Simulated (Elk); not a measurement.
## How the basis cutoff moves the magnetism of KMnS2

One start of KMnS2 is run at each rung of the basis cutoff.

Method: PBE with U = 3.20 eV on Mn d; all-electron APW+lo, Dirac cores, scalar-relativistic bands, in Elk 11.2.3 (patched build).

The structure was built from a prototype and need not be the compound's stable phase.

### Step 1. The structure

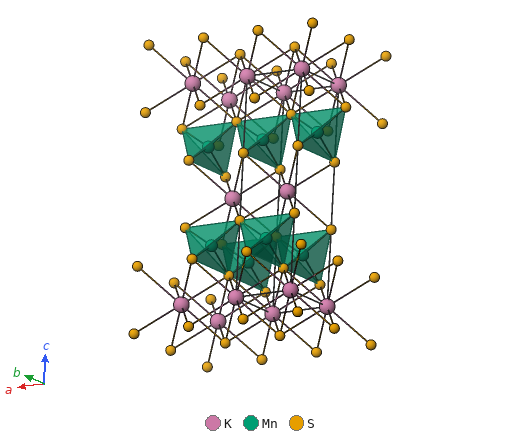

The cell as given, from a free direction (potassium pink, manganese teal, sulfur orange). 2×1×1 cells are drawn. This picture shows the conventional cell, with its axes. Some periodic images of atoms are drawn too.

The cell is a made-up one and need not be a known phase.

### Step 2. Rung 1 (rgkmax 4.5), start ferro +

The ladder starts at a small basis and climbs, to see from where on the results stand still.

The last three numbers of an atom's line are a seed field in its sphere. It points against the wanted moment and shrinks by the factor reducebf each loop.

File elk.in:

```
tasks
  0

xctype
  20

rgkmax
  4.5

nempty
  5

swidth
  0.005

reducebf
  0.6

epsengy
  1e-05

maxscl
  100

lmaxi
  3

mixtype
  1

beta0
  0.1

gmaxvr
  10.0

spinpol
  .true.

sppath
  './'

avec
  -3.62266167269 3.62266167269 12.66285633987
  3.62266167269 -3.62266167269 12.66285633987
  3.62266167269 3.62266167269 -12.66285633987

atoms
  3
  'K.in'
  1
  0.0000000000 0.0000000000 0.0000000000   0.000000 0.000000 0.000000
  'Mn.in'
  1
  0.2500000000 0.7500000000 0.5000000000   0.000000 0.000000 -0.675000
  'S.in'
  2
  0.6525790000 0.6525790000 0.0000000000   0.000000 0.000000 0.000000
  0.3474210000 0.3474210000 0.0000000000   0.000000 0.000000 0.000000

ngridk
  8 8 8

dft+u
  1 1
  2 2 0.117598 0.000000
```

Command:

```bash
$ OMP_NUM_THREADS=4 elk
```

Numbers of over 12 decimals in the logs are rounded to 6 here.

What it wrote:

```text
Warning(init1): few empty states an atom for a second variation :    5.000000000
 they are its basis, with spin, DFT+U, afieldc (12 by default), in Hartree-Fock and RDMFT; 30 and more for pressures
Warning(gndstate): core states of species 3 leak from the muffin-tin :   0.1613203761E-03
Warning(gndstate): forces or DFT+U at lmaxo under 8 : 6
  [figures from our tests cut]: type lmaxo 8 and lmaxapw 10

--- INFO.OUT ---
┌─────────────────────────┐
│ Elk code version 11.2.3 │
└─────────────────────────┘

All units are atomic (Hartree, Bohr, etc.)

┌─────────────────────────────────────────────────┐
│ Ground-state run starting from atomic densities │
└─────────────────────────────────────────────────┘

Lattice vectors :
  -3.622661673       3.622661673       12.66285634
   3.622661673      -3.622661673       12.66285634
   3.622661673       3.622661673      -12.66285634

Species : 1 (K)
 parameters loaded from : K.in
 name : potassium
 nuclear charge    :   -19.00000000
 electronic charge :    19.00000000
 atomic mass :    71271.84090
 muffin-tin radius :    2.400000000
 number of radial points in muffin-tin :    993
 inner part over the whole radius :   0.9891652203E-02
 number on inner part of muffin-tin    :    697
 approximate nuclear radius :   0.6514746337E-04
 number of mesh points to nuclear radius :    319
 atomic positions (lattice), magnetic fields (Cartesian) :
  1 :   0.00000000  0.00000000  0.00000000    0.00000000  0.00000000  0.00000000

Species : 2 (Mn)
 parameters loaded from : Mn.in
 name : manganese
 nuclear charge    :   -25.00000000
 electronic charge :    25.00000000
 atomic mass :    100145.9370
 muffin-tin radius :    2.260716009
 number of radial points in muffin-tin :    993
 inner part over the whole radius :   0.9973511560E-02
 number on inner part of muffin-tin    :    699
 approximate nuclear radius :   0.7074591925E-04
 number of mesh points to nuclear radius :    331
 atomic positions (lattice), magnetic fields (Cartesian) :
  1 :   0.25000000  0.75000000  0.50000000    0.00000000  0.00000000 -0.67500000

Species : 3 (S)
 parameters loaded from : S.in
 name : sulphur
 nuclear charge    :   -16.00000000
 electronic charge :    16.00000000
 atomic mass :    58450.91931
 muffin-tin radius :    2.072323008
 number of radial points in muffin-tin :    793
 inner part over the whole radius :   0.9878722237E-02
 number on inner part of muffin-tin    :    553
 approximate nuclear radius :   0.6195814986E-04
 number of mesh points to nuclear radius :    252
 atomic positions (lattice), magnetic fields (Cartesian) :
  1 :   0.65257900  0.65257900  0.00000000    0.00000000  0.00000000  0.00000000
  2 :   0.34742100  0.34742100  0.00000000    0.00000000  0.00000000  0.00000000

Total number of atoms per unit cell :    4
Total muffin-tin volume :    180.8611830
 ratio of muffin-tin to unit cell volume :   0.2720809550

Spin treatment :
 spin-polarised
 global magnetic field (Cartesian) :    0.000000000       0.000000000       0.000000000
 collinear magnetisation in z-direction

Number of Bravais lattice symmetries :   16
Number of crystal symmetries         :    8
Crystal has no inversion symmetry
Complex Hermitian eigensolver will be used

k-point grid :      8     8     8
k-point offset :    0.000000000       0.000000000       0.000000000
k-point set is reduced with full crystal symmetry group
Total number of k-points :       87

Muffin-tin radius times maximum |G+k| :    4.500000000
 using average radius
Maximum |G+k| for APW functions       :    2.044208966
Maximum (1/2)|G+k|²                   :    2.089395148
Maximum |G| for potential and density :    10.00000000
Constant for pseudocharge density :    6
 order of it for each species :   13  13  13
 order of it for pair densities of each species (exact exchange by exxq0 0: 13) :    4   4   3
Radial integration step length :    1

G-vector grid sizes :     45    45    45
Number of G-vectors :    11301

Maximum angular momentum used for
 APW functions            :    8
 outer part of muffin-tin :    6
 inner part of muffin-tin :    3

Number of empty states         :     20
Total number of valence states :     78
Total number of core states    :     40

Third-order local-orbitals added for an l without core states : T
Total number of local-orbitals :     41

Exchange-correlation functional :     20     0     0
 Perdew-Burke-Ernzerhof, Phys. Rev. Lett. 77, 3865 (1996)
 gradient requirement :    1
 generalised gradient approximation (GGA)

DFT+U calculation
 fully localised limit (FLL)
 see Phys. Rev. B 52, R5467 (1995)
 species : 2 (Mn), l = 2, U =   0.11759800, J =   0.00000000

Smearing type :    3
 Fermi-Dirac
Smearing width :   0.5000000000E-02
Effective electronic temperature (K) :    1578.875124

Mixing type :    1
 Adaptive linear mixing

Kohn-Sham potential initialised from atomic data

┌──────────────────────────────┐
│ Self-consistent loop started │
└──────────────────────────────┘

┌─────────────────┐
│ Loop number : 1 │
└─────────────────┘

Energies :
 Fermi                       :     0.47214575755620E-01
 sum of occupied eigenvalues :     -1479.8275061062
 electron kinetic            :      2579.6124427919
 core electron kinetic       :      2400.8473793095
 Coulomb                     :     -5002.4303210032
 Coulomb potential           :     -3881.2856071813
 nuclear-nuclear             :     -354.74542586673
 electron-nuclear            :     -5423.2932246346
 Hartree                     :      775.60832949816
 Madelung                    :     -3061.7875174125
 xc potential                :     -177.98798976787
 xc effective B-field        :    -0.196307
 external B-field            :      0.000000
 exchange                    :     -133.70862013740
 correlation                 :     -3.120116
 DFT+U                       :     0.175070
 electron entropic           :    -0.66538786389199E-02
 total energy                :     -2559.4781975813
 (external B-field energy excluded from total)

Density of states at Fermi energy :    80.86288608
 (states/Hartree/unit cell)

Estimated indirect band gap :   0.1343161825E-03
 from k-point 21 to k-point 68
Estimated direct band gap   :   0.5373728266E-02
 at k-point 21

Charges :
 core                        :    40.00000000
 valence                     :    36.00000000
 interstitial                :    7.290014460
 muffin-tins (core leakage)
  species : 1 (K)
   atom 1                    :    17.49098518     ( -0.1022778076E-06)
  species : 2 (Mn)
   atom 1                    :    23.07915858     ( -0.2212341936E-06)
  species : 3 (S)
   atom 1                    :    14.06992089     (  0.1642294517E-03)
   atom 2                    :    14.06992089     (  0.1642294517E-03)
 total in muffin-tins        :    68.70998554
 total calculated charge     :    75.99954619
 total charge                :    76.00000000
 error                       :   0.4538125119E-03

Moments :
 interstitial                :   0.4600597057
 muffin-tins
  species : 1 (K)
   atom 1                    :   0.8625271572E-02
  species : 2 (Mn)
   atom 1                    :    3.076693504
  species : 3 (S)
   atom 1                    :   0.4793865736E-01
   atom 2                    :   0.4793865736E-01
 total in muffin-tins        :    3.181196091
 total moment                :    3.641255796

[... earlier loops left out ...]

┌──────────────────┐
│ Loop number : 26 │
└──────────────────┘

Energies :
 Fermi                       :     0.93358690621810E-01
 sum of occupied eigenvalues :     -1475.4733319531
 electron kinetic            :      2581.4390876382
 core electron kinetic       :      2400.6407596912
 Coulomb                     :     -5003.4893692698
 Coulomb potential           :     -3879.4123566078
 nuclear-nuclear             :     -354.74542586673
 electron-nuclear            :     -5427.2727894267
 Hartree                     :      778.52884602366
 Madelung                    :     -3063.7831909659
 xc potential                :     -177.18763211545
 xc effective B-field        :    -0.312431
 external B-field            :      0.000000
 exchange                    :     -133.93155635348
 correlation                 :     -3.115598
 DFT+U                       :     0.213729
 electron entropic           :    -0.37926277491193E-02
 total energy                :     -2558.8874994665
 (external B-field energy excluded from total)

Density of states at Fermi energy :    46.22702204
 (states/Hartree/unit cell)

Estimated indirect band gap :   0.1648245308E-02
 from k-point 42 to k-point 69
Estimated direct band gap   :   0.7681343715E-02
 at k-point 42

Charges :
 core                        :    40.00000000
 valence                     :    36.00000000
 interstitial                :    7.197357018
 muffin-tins (core leakage)
  species : 1 (K)
   atom 1                    :    17.53307813     ( -0.1018564841E-06)
  species : 2 (Mn)
   atom 1                    :    23.24013597     ( -0.2212348953E-06)
  species : 3 (S)
   atom 1                    :    14.01471444     (  0.1613203761E-03)
   atom 2                    :    14.01471444     (  0.1613203761E-03)
 total in muffin-tins        :    68.80264298
 total calculated charge     :    75.99955872
 total charge                :    76.00000000
 error                       :   0.4412821673E-03

Moments :
 interstitial                :   0.3286890211
 muffin-tins
  species : 1 (K)
   atom 1                    :   0.5318072111E-02
  species : 2 (Mn)
   atom 1                    :    3.894001101
  species : 3 (S)
   atom 1                    :  -0.1135690834
   atom 2                    :  -0.1135690834
 total in muffin-tins        :    3.672181006
 total moment                :    4.000870028

┌──────────────────────────────┐
│ Self-consistent loop stopped │
└──────────────────────────────┘

Warning : core states of species 3 leak from the muffin-tin :   0.1613203761E-03

Warning : forces or DFT+U at lmaxo under 8 : 6

Wrote STATE.OUT
```

Wall time 5.1 min (4 threads of Arm Neoverse V1, shared host); peak memory 0.35 GiB.

Spin moment in the muffin-tin sphere by atom:

```tsv
atom	spin moment in the muffin-tin sphere (μB)
K1	0.01
Mn2	3.89
S3	-0.11
S4	-0.11
```

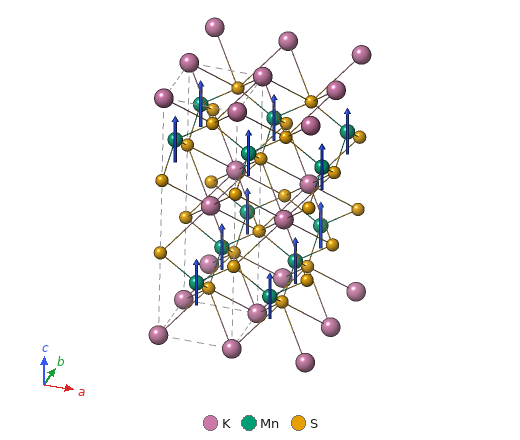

Spin moment in the muffin-tin sphere as arrows, the longest 3.89 μB. Up and down stand for the sign. Arrows give size and sign along the axis of quantisation, drawn up and down the page. 2×2×1 conventional cells are drawn. Some periodic images of atoms are drawn too.

Numbers from this step:

```
magnetization : 4.001 μB
final state   : ferromagnetic
```

After 26 cycles the largest moment stands at 3.89 μB.

### Step 3. Rung 2 (rgkmax 5.5), start ferro +

Changes to elk.in since step 2:

```diff
@@ -7,3 +7,3 @@
 rgkmax
-  4.5
+  5.5
 
@@ -34,3 +34,3 @@
 gmaxvr
-  10.0
+  12.0
```

Command:

```bash
$ OMP_NUM_THREADS=4 elk
```

What it wrote:

```text
Warning(init1): few empty states an atom for a second variation :    5.000000000
 they are its basis, with spin, DFT+U, afieldc (12 by default), in Hartree-Fock and RDMFT; 30 and more for pressures
Warning(gndstate): core states of species 3 leak from the muffin-tin :   0.1634320920E-03
Warning(gndstate): forces or DFT+U at lmaxo under 8 : 6
  [figures from our tests cut]: type lmaxo 8 and lmaxapw 10

--- INFO.OUT ---
┌─────────────────────────┐
│ Elk code version 11.2.3 │
└─────────────────────────┘

All units are atomic (Hartree, Bohr, etc.)

┌─────────────────────────────────────────────────┐
│ Ground-state run starting from atomic densities │
└─────────────────────────────────────────────────┘

Lattice vectors :
  -3.622661673       3.622661673       12.66285634
   3.622661673      -3.622661673       12.66285634
   3.622661673       3.622661673      -12.66285634

Species : 1 (K)
 muffin-tin radius :    2.400000000
 atomic positions (lattice), magnetic fields (Cartesian) :
  1 :   0.00000000  0.00000000  0.00000000    0.00000000  0.00000000  0.00000000

Species : 2 (Mn)
 muffin-tin radius :    2.260716009
 atomic positions (lattice), magnetic fields (Cartesian) :
  1 :   0.25000000  0.75000000  0.50000000    0.00000000  0.00000000 -0.67500000

Species : 3 (S)
 muffin-tin radius :    2.072323008
 atomic positions (lattice), magnetic fields (Cartesian) :
  1 :   0.65257900  0.65257900  0.00000000    0.00000000  0.00000000  0.00000000
  2 :   0.34742100  0.34742100  0.00000000    0.00000000  0.00000000  0.00000000

Total number of atoms per unit cell :    4
Total muffin-tin volume :    180.8611830
 ratio of muffin-tin to unit cell volume :   0.2720809550

Spin treatment :
 spin-polarised
[...]
Hartree                     :      779.27033462760
 Madelung                    :     -3064.4751804807
 xc potential                :     -177.20846844740
 xc effective B-field        :    -0.319229
 external B-field            :      0.000000
 exchange                    :     -133.97175707135
 correlation                 :     -3.115950
 DFT+U                       :     0.223778
 electron entropic           :    -0.41067782341390E-02
 total energy                :     -2559.1382751330
 (external B-field energy excluded from total)

Density of states at Fermi energy :    50.08494003
 (states/Hartree/unit cell)

Estimated indirect band gap :   0.9266444878E-03
 from k-point 5 to k-point 59
Estimated direct band gap   :   0.6670587091E-02
 at k-point 31

Charges :
 core                        :    40.00000000
 valence                     :    36.00000000
 interstitial                :    6.879420823
 muffin-tins (core leakage)
  species : 1 (K)
   atom 1                    :    17.57763061     ( -0.1019249130E-06)
  species : 2 (Mn)
   atom 1                    :    23.32586938     ( -0.2212349646E-06)
  species : 3 (S)
   atom 1                    :    14.10853960     (  0.1634320920E-03)
   atom 2                    :    14.10853960     (  0.1634320920E-03)
 total in muffin-tins        :    69.12057918
 total calculated charge     :    75.99953664
 total charge                :    76.00000000
 error                       :   0.4633611218E-03

Moments :
 interstitial                :   0.2788700404
 muffin-tins
  species : 1 (K)
   atom 1                    :   0.4313775728E-02
  species : 2 (Mn)
   atom 1                    :    3.990168619
  species : 3 (S)
   atom 1                    :  -0.1355300779
   atom 2                    :  -0.1355300779
 total in muffin-tins        :    3.723422239
 total moment                :    4.002292279

┌──────────────────────────────┐
│ Self-consistent loop stopped │
└──────────────────────────────┘

Warning : core states of species 3 leak from the muffin-tin :   0.1634320920E-03

Warning : forces or DFT+U at lmaxo under 8 : 6

Wrote STATE.OUT
```

Elapsed: 5.4 min, on 4 threads; peak memory 0.38 GiB; 21 min of CPU time.

Spin moment in the muffin-tin sphere by atom:

```tsv
atom	spin moment in the muffin-tin sphere (μB)
K1	0.00
Mn2	3.99
S3	-0.14
S4	-0.14
```

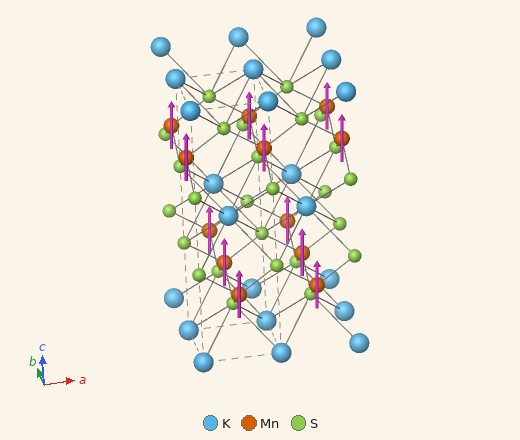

Spin moment in the muffin-tin sphere as arrows, the longest 3.99 μB. Up and down stand for the sign. Arrows give size and sign along the axis of quantisation, drawn up and down the page. 2×2×1 conventional cells are drawn. Some periodic images of atoms are drawn too.

Numbers from this step:

```
magnetization : 4.002 μB
final state   : ferromagnetic
```

The largest moment moves by +0.10 μB from rung 1, at 1.1 times its CPU time.

### Step 4. Rung 3 (rgkmax 6.5), start ferro +

Changes to elk.in since step 3:

```diff
@@ -7,3 +7,3 @@
 rgkmax
-  5.5
+  6.5
```

Command:

```bash
$ OMP_NUM_THREADS=4 elk
```

What it wrote:

```text
Warning(init1): few empty states an atom for a second variation :    5.000000000
 they are its basis, with spin, DFT+U, afieldc (12 by default), in Hartree-Fock and RDMFT; 30 and more for pressures
Warning(gndstate): core states of species 3 leak from the muffin-tin :   0.1641315461E-03
Warning(gndstate): forces or DFT+U at lmaxo under 8 : 6
  [figures from our tests cut]: type lmaxo 8 and lmaxapw 10

--- INFO.OUT ---
┌─────────────────────────┐
│ Elk code version 11.2.3 │
└─────────────────────────┘

[...]
Moments :
 interstitial                :   0.2587080497
 muffin-tins
  species : 1 (K)
   atom 1                    :   0.4477351930E-02
  species : 2 (Mn)
   atom 1                    :    4.014139159
  species : 3 (S)
   atom 1                    :  -0.1374884147
   atom 2                    :  -0.1374884147
 total in muffin-tins        :    3.743639681
 total moment                :    4.002347731

┌──────────────────────────────┐
│ Self-consistent loop stopped │
└──────────────────────────────┘

Warning : core states of species 3 leak from the muffin-tin :   0.1641315461E-03

Warning : forces or DFT+U at lmaxo under 8 : 6

Wrote STATE.OUT

[key lines of the parts left out:]
total energy                :     -2559.2075623791
```

Wall time 6.5 min (4 threads); peak memory 0.39 GiB; 25 min of CPU time.

This step gave:

- magnetization: 4.002 μB
- final state: ferromagnetic
- largest moment: 4.014 μB

The largest moment moves by +0.02 μB from rung 2, at 1.2 times its CPU time.

(Part 1 of 2 ends here.)

[Logs and program files are shortened in this print: banners, set-up blocks, solver, clock and traceback lines can be left out without a mark of their own.]

[Logs are printed without paths, hosts, clocks, repeated set-up lines and the standing remarks that a program may print on its own settings, such as how far it seeks lower states.]

[Hosts, paths, dates, database ids (printed as entryN), source tags and the programs' standing remarks are cut or masked in the printed files.]

[Where a cell is said to come from a database of computed structures, the database is the Materials Project.]
